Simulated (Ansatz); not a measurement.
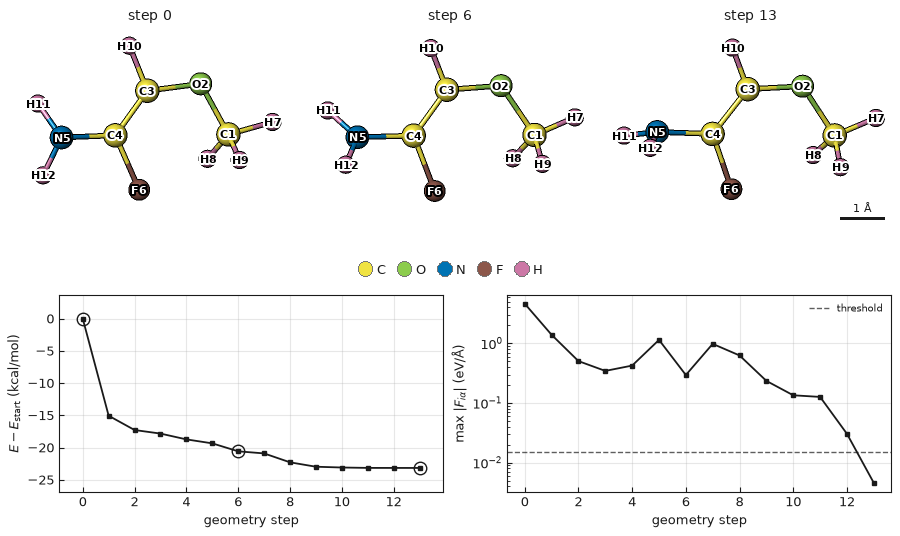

Frames of a relaxation of C$_{3}$H$_{6}$FNO, marked on the history of the run. A ball-and-stick model, seen at a tilt.

The run prepares an end point of a later path (inversion) calculation, from a guessed geometry.

These are results of RHF/6-31G (Ansatz), not measurements. Settings: no spin polarisation; force threshold 0.015 eV/Å; at most 40 steps.

### Describe the path.

H12 moves most after the best rigid fit: 1.08 Å. Largest moves by element: H 1.08 Å, F 0.32 Å, N 0.24 Å, C 0.18 Å, O 0.14 Å. Some distances before and after: C1–O2 1.369 → 1.440 Å, C3–H10 1.135 → 1.067 Å, C1–H7 1.143 → 1.076 Å, C4–N5 1.346 → 1.378 Å. Bond angles that change, for instance: C1–O2–C3 114.5° → 124.1°, C4–N5–H11 109.3° → 118.5°, H7–C1–H9 102.9° → 110.4°. Groups turn about C4–N5 by about 80°. Over 13 geometry steps the energy falls by 23.2 kcal/mol. The largest force component goes from 4.6 to 0.0046 eV/Å. From step 0 to 6: H12 moves most (0.66 Å), energy −20.6 kcal/mol. From step 6 to 13: H11 moves most (0.61 Å), energy −2.58 kcal/mol.
